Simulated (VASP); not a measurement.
Band structure of Sr$_{2}$Si (space group Pn-3m). Calculation: PBE GGA, VASP's PBE PAW potentials (set 64) (plane waves; VASP).

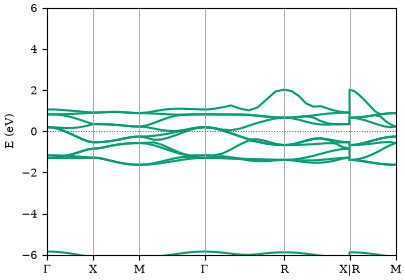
Bands along high-symmetry lines, zero at the valence-band maximum or, without a gap, the Fermi level

Question: Read the plot: is there a gap, and where are the band edges?

Answer: It has no gap at this level: it comes out as a metal or semimetal.

The structure was generated: Sr2Si was put into an ordered model structure, which need not be its known phase. The cell was not relaxed at this level.
